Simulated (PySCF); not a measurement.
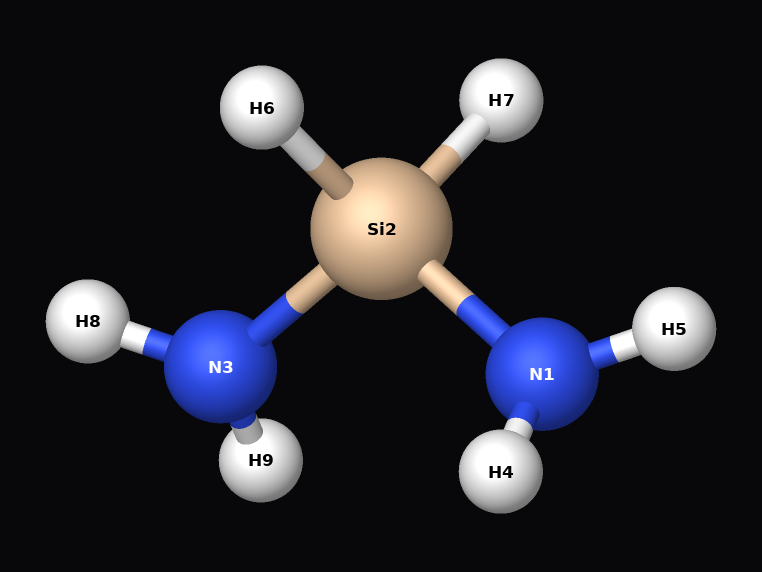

Every bond is drawn as one stick. Computed geometry: PBE0-D3(BJ)/def2-SVP optimisation. No frequency run is at hand to confirm it as a minimum. Level of theory: PBE0/IGLO-III (PySCF 2.14.0).

List the Mayer bond orders of N1–Si2, Si2–H6, N1–H5, N1–H4 (one bond of each equivalent set).

| bond | Mayer order | length (Å) |
| --- | --- | --- |
| N1–Si2 | 0.97 | 1.724 |
| Si2–H6 | 0.90 | 1.502 |
| N1–H5 | 0.96 | 1.013 |
| N1–H4 | 0.96 | 1.013 |
